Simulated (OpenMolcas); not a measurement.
## SiNH3 (SMILES N[SiH]): methods side by side

SiNH3 has 5 atoms, charge 0, and is taken as a singlet. As SMILES, `N[SiH]`. The shape is that of a GFN2-xTB optimisation. This is one conformer, not always the lowest.

```xyz
5

N    -0.2987   -0.4693    0.1229
Si    0.0054    1.1950    0.3897
H     0.1891   -1.0675   -0.5292
H    -1.0095   -0.9776    0.6207
H     1.1137    1.3194   -0.6042
```

Each level gives the energy change with the Si2–H5 bond stretched from 1.494 to 2.988 Å (eV). The values are calculated.

| level | kind | program | value (eV) | less FCI/STO-3G | CPU time (all runs) |
| --- | --- | --- | --- | --- | --- |
| HF/STO-3G (restricted) | Hartree–Fock | OpenMolcas | 7.03 | +2.96 | 2.8 s |
| SVWN5/STO-3G (restricted) | LDA | OpenMolcas | 4.91 | +0.84 | 8.2 s |
| r2SCAN/STO-3G (restricted) | meta-GGA | OpenMolcas | 4.99 | +0.92 | 10 s |
| M06-2X/STO-3G (restricted) | hybrid meta-GGA | OpenMolcas | 5.76 | +1.69 | 9.1 s |
| B2PLYP/STO-3G (restricted) | double hybrid | OpenMolcas | 5.13 | +1.06 | 7.4 s |
| MP2/STO-3G (restricted) | perturbation theory | OpenMolcas | 5.33 | +1.26 | 3 s |
| CASPT2(2,2)/STO-3G | multireference | OpenMolcas | 4.00 | -0.07 | 2.9 s |
| CCSD(T)/STO-3G (restricted) | coupled cluster or CI | OpenMolcas | 4.05 | -0.02 | 3.9 s |
| FCI/STO-3G | exact in the basis | OpenMolcas | 4.07 | 0.00 | 26 s |

FCI/STO-3G is exact within its basis and frozen core, so for wave-function methods in that basis the difference is their error; functionals converge differently with the basis, so for them it is only a difference. Spin-restricted single references rise too steeply as a bond breaks, Hartree–Fock most of all. Perturbation and coupled-cluster corrections on them can overshoot downwards. The first shape isn't each level's own minimum. The values span 4.00 to 7.03 eV. All rows use very small basis sets, so even the best lies far from the true value. CPU times are rough (shared hosts, several kinds of processor): they show what a rung costs within a factor of a few.

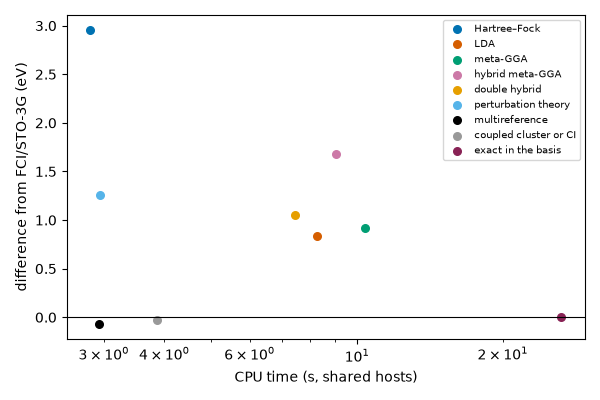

Difference from FCI/STO-3G against processor time, one point a level.
